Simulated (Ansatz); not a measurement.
**HNSi₂: density, localisation and related maps**

The calculation's input:

```
crystal:
  periodic: [false, false, false]
  atoms:
    - {symbol: "N", position_ang: [-0.260172, 0.895948, -0.866527]}
    - {symbol: Si, position_ang: [0.326312, -0.545170, -1.284878]}
    - {symbol: Si, position_ang: [-0.732530, 2.414883, -0.186088]}
    - {symbol: H, position_ang: [-1.685926, 2.845092, -1.341534]}
basis:
  gaussian:
    orbitals: def2-TZVPD
hamiltonian:
  xc: {name: PBE0}
output: {forces: true, orbitals: {seedname: orbitals}}
```

Run with:

```sh
ansatz run input.yaml --threads 1 --pin off --max-ram 2610MiB --events-out events.jsonl --progress --plain --runs-dir runs
```

Geometry: PBE-D3(BJ)/def2-SVP.

Level of theory: Ansatz, isolated molecule in a Gaussian basis; Kohn-Sham density functional theory, functional PBE0.

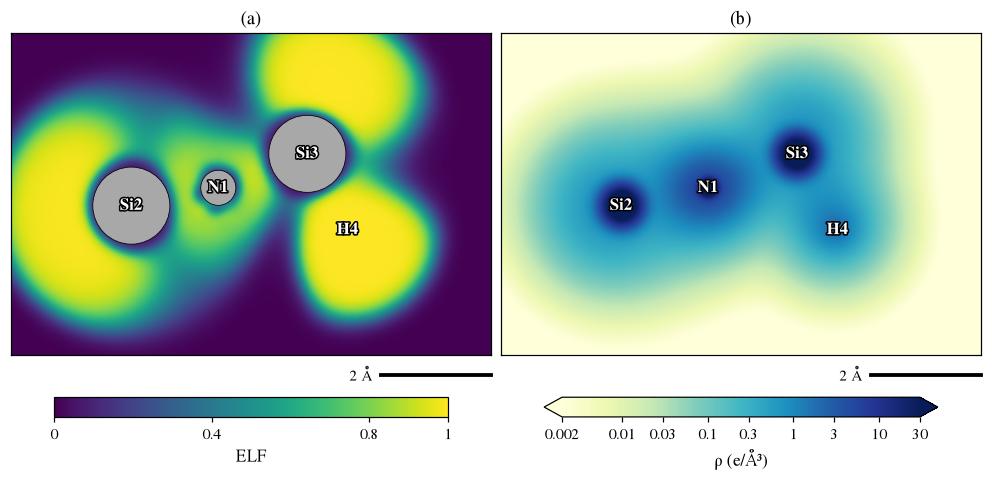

Figure 1. (a) electron localisation function; (b) total electron density on the molecular plane. Grey discs cover the atomic cores in the ELF map.

What does the map show?

Atoms in the plane: N, Si and H.
Si–N (1.61 Å): the density is about 1.3 e/Å³ at the midpoint; the ELF peaks at about 0.85 between the atoms (a short, strongly polar bond).
Si–H (1.56 Å): ρ is about 0.73 e/Å³ halfway; the ELF climbs to about 1 towards the hydrogen, as it does in any bond to H.
Si–N (1.73 Å): ρ at the midpoint is about 1.1 e/Å³; the ELF peaks at about 0.90 between the atoms (a polar covalent bond).
The ELF also peaks beside Si2 and Si3, away from the bonds: lone-pair regions.

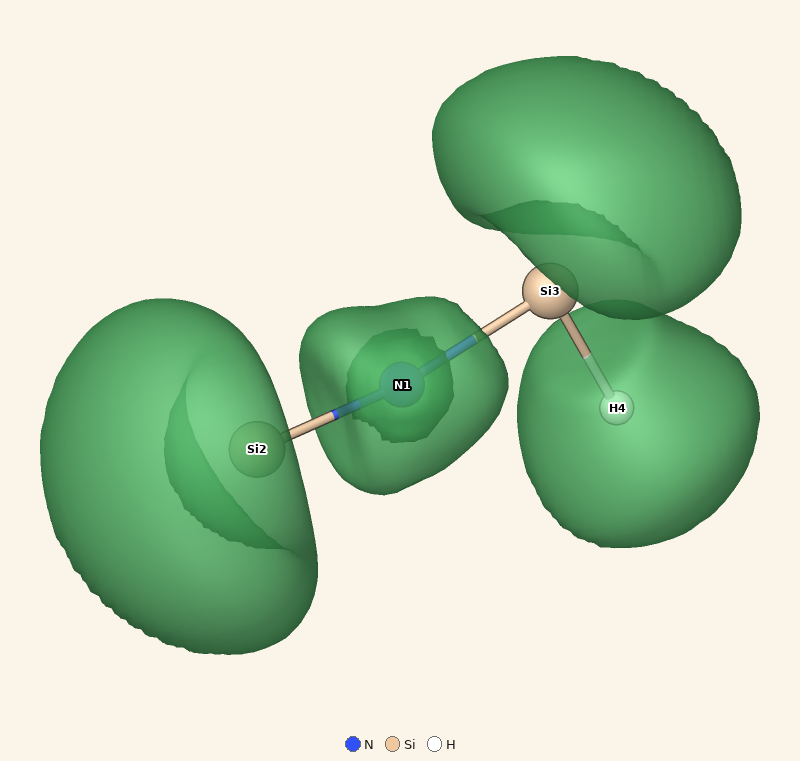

Figure 2. Isosurface of the ELF at 0.75 (green), seen at a tilt. Only the valence region is drawn (cores and ρ < 0.01 e/Å³ removed).

Identify the bonds, lone pairs and shells in this picture.

At this value the surface marks out one region around a hydrogen nucleus, one region on N in which the atom's valence shell and bonds are merged and two lobes on Si, pointing away from the bonds (lone pairs).

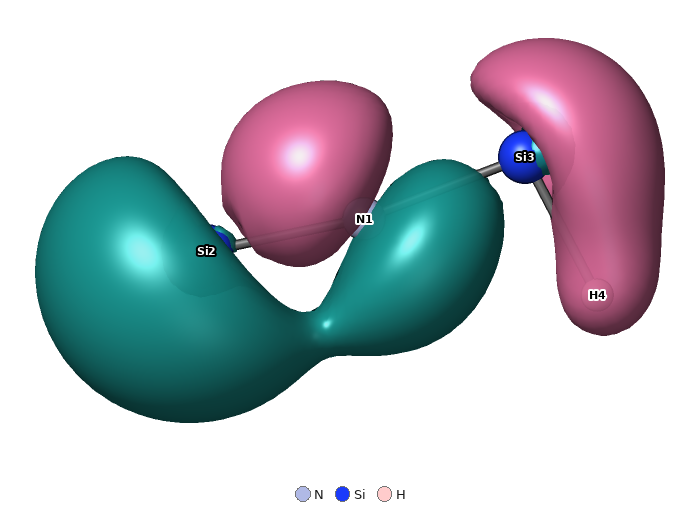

Figure 3. The HOMO−1 at ±0.1 Å⁻³ᐟ² (teal and pink are the two phases), seen across its widest extent.

What is the character of this orbital?

It lies mainly on Si2 (about 45 %), N1 (about 35 %) and Si3 (about 15 %); it is symmetric in the molecular plane (an in-plane orbital: σ, lone-pair or in-plane π type). Its energy is −8.43 eV.
